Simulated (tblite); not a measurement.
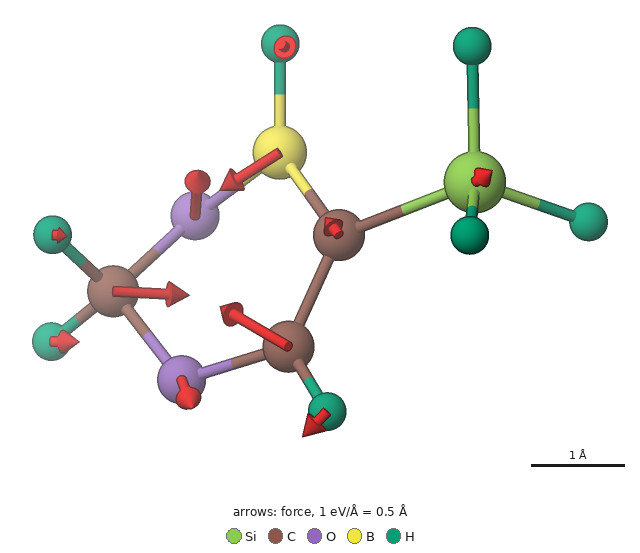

Starting geometry of C₃H₇BO₂Si with the computed forces as red arrows. The picture is a ball-and-stick view, seen at a tilt.

The calculation used GFN2-xTB geometry optimisation, gas phase in tblite. 

### What follows when this structure is relaxed?

It isn't relaxed: the largest force vector, on a C atom, is 2.47 eV/Å. The final displacements have little in common with the starting forces (cosine between the two patterns 0.22). An H atom moves most after the best rigid fit: 1.19 Å. By element the largest moves are H 1.19 Å, O 0.31 Å, B 0.21 Å, C 0.16 Å, Si 0.10 Å. Among the contacts that change: B–O 1.483 → 1.347 Å, C–O 1.414 → 1.362 Å, C–O 1.421 → 1.393 Å, C–Si 1.857 → 1.873 Å. Bond angles that change, for instance: C–O–B 107.9° → 119.2°, O–C–H 119.4° → 109.7°, C–C–O 118.6° → 125.0°. Groups turn about B–O by about 50°, C–Si by about 40°, C–O by about 25°. The energy falls by 96.4 kJ/mol in 110 geometry steps.
